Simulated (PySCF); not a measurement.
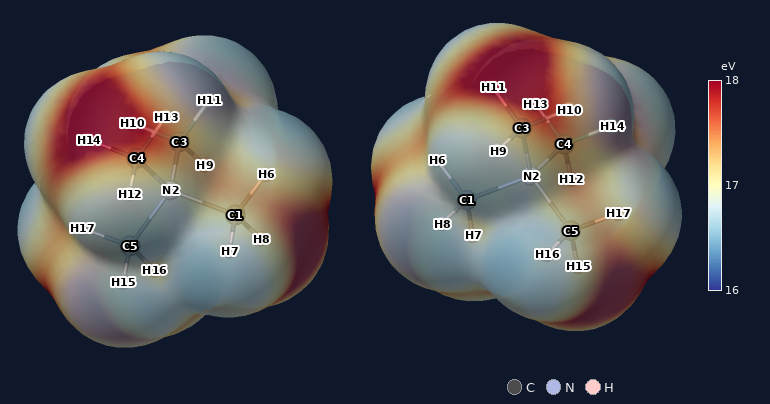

C4H12N, charge +1, SMILES `C[N+](C)(C)C`. Average local ionisation energy on the surface of electron density 0.001 a.u. (back view left, front view right).

Method: TPSSh/cc-pVDZ; geometry: GFN2-xTB; program: PySCF. No frequency check shows the geometry to be a minimum.

Locate the minima of the map.

Answer. The lowest value is 16.5 eV, 1.3 Å from H8, and at like points elsewhere. For comparison, the highest occupied orbital lies at −15.2 eV.

What volume does the surface enclose?

Answer. About 120 Å³.
